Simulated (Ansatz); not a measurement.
# GeH2F (SMILES [F][GeH2]): UMP2/STO-3G

Aim: the energy change on altering one bond length of GeH2F at UMP2/STO-3G, from 2 runs. 

The calculation is run with Ansatz 0.2.0.

61 further runs of the same task are left out: 18 that didn't finish, 43 set aside as unsound or not needed.

**1. The system as given**

GeH2F: 4 atoms, total charge 0, spin state doublet. SMILES: `[F][GeH2]`. The coordinates come from a PBE0-D4/def2-TZVP relaxation.

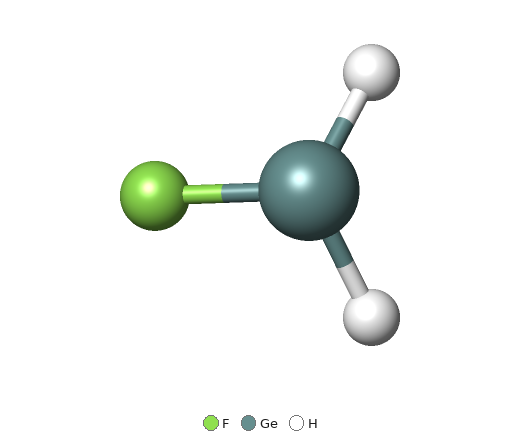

Viewed from a chosen angle; fluorine green, germanium teal, hydrogen white.

**2. A single-point energy at UMP2/STO-3G**

job.yaml

```yaml
crystal:
  periodic: [false, false, false]
  atoms:
    - {symbol: F, position_ang: [0.138200, -0.585400, 1.442000]}
    - {symbol: Ge, position_ang: [0.305700, -0.223200, -0.257100]}
    - {symbol: H, position_ang: [-1.078800, -0.527800, -0.882000]}
    - {symbol: H, position_ang: [0.690400, 1.276000, -0.323100]}
basis:
  gaussian:
    orbitals: STO-3G
total_charge: 0
magnetization:
  spin_polarized: true
  initial_magnetization: 1
correlation:
  method: mp2
  frozen_orbitals: {F: 1, Ge: 9, H: 0}
accuracy: high
```

Command:

```console
$ ansatz run job.yaml --threads 1 --pin off --max-ram 2610MiB --events-out events.jsonl --progress --plain --runs-dir runs
```

The program printed:

```text
Warning: RAYON_NUM_THREADS=1 ignored (pool sized by the plan → 1); use --threads N
Functional definition: HF
  name "HF"
  exchange = exact_x
  correlation = 0
357 factors; integrals over basis functions are off by at most 4.5e-9 eV
mean field evaluation 1: about -58527.4819 eV, gradient 1.1e1 eV
mean field evaluation 2: about -58527.5266 eV, gradient 1.1e1 eV
mean field evaluation 4: about -58529.0418 eV, gradient 1.3e0 eV
mean field evaluation 8: about -58529.0873 eV, gradient 1.7e-2 eV
mean field -58529.08728501 eV, -2150.9042852837 hartree, gradient 2.8e-8 eV, S^2 0.752723; 0 other end points of the search recorded, 0 dependent functions left out
10 core orbitals not correlated: weight in the atoms' cores, before any rotation towards them, 1.000 or more for the frozen orbitals, at most 0.000 for the correlated occupied ones
reference -58529.08728501 eV, -2150.9042852837 hartree; 12, 11 occupied and 3, 4 virtual orbitals, 357 factors
second order -1.31310117 eV of doubles, -0.00000000 eV of singles
Total energy: -58530.40038617 eV, -2150.9525408615 hartree
```

Run time: 0.22 s. Hardware: 1 thread of Arm Neoverse V1, shared host.

**3. The distorted shape, same level**

input.yaml

```yaml
crystal:
  periodic: [false, false, false]
  atoms:
    - symbol: F
      position_ang: [0.096322, -0.675957, 1.866808]
    - symbol: Ge
      position_ang: [0.305700, -0.223200, -0.257100]
    - symbol: H
      position_ang: [-1.078800, -0.527800, -0.882000]
    - symbol: H
      position_ang: [0.690400, 1.276000, -0.323100]
basis:
  gaussian:
    orbitals: STO-3G
magnetization:
  spin_polarized: true
  initial_magnetization: 1
correlation:
  method: mp2
  frozen_orbitals: {F: 1, Ge: 9, H: 0}
accuracy: high
```

Command:

```console
$ ansatz run input.yaml --threads 1 --pin off --max-ram 2610MiB --events-out events.jsonl --progress --plain --runs-dir runs
```

The program printed, shortened:

```text
Warning: RAYON_NUM_THREADS=1 ignored (pool sized by the plan → 1); use --threads N
[... 2 set-up lines as earlier in the session ...]
[...]
343 factors; integrals over basis functions are off by at most 3.2e-8 eV
[...]
mean field -58527.29945560 eV, -2150.8385837650 hartree, gradient 3.1e-8 eV, S^2 1.045848; 7 other end points of the search recorded, 0 dependent functions left out
10 core orbitals not correlated: weight in the atoms' cores, before any rotation towards them, 1.000 or more for the frozen orbitals, at most 0.000 for the correlated occupied ones
reference -58527.29945560 eV, -2150.8385837650 hartree; 12, 11 occupied and 3, 4 virtual orbitals, 343 factors
second order -0.96462029 eV of doubles, -0.00000000 eV of singles
Total energy: -58528.26407589 eV, -2150.8740329067 hartree
```

Run time: 0.69 s. Hardware: 1 thread of Arm Neoverse V1, shared host.

**4. Outcome**

Level: UMP2/STO-3G, 10 core orbitals frozen.

```
                                                          quantity           value
                                         first shape: total energy  -2150.95254 Eh
         first shape: correlation energy (10 core orbitals frozen)       -48.3 mEh
                    first shape: ⟨S²⟩ of the reference determinant           0.753
                                     distorted shape: total energy  -2150.87403 Eh
     distorted shape: correlation energy (10 core orbitals frozen)       -35.4 mEh
                distorted shape: ⟨S²⟩ of the reference determinant           1.046
energy change with the F1–Ge2 bond stretched from 1.745 to 2.182 Å        2.136 eV
```

With the F1–Ge2 bond stretched from 1.745 to 2.182 Å the energy rises by 2.14 eV (49 kcal/mol). The first shape isn't relaxed at this level, so the change isn't measured from a minimum. The minimal basis adds a large error of its own. ⟨S²⟩ (distorted shape) is 1.05 where a pure doublet has 0.75: the reference is spin-contaminated.
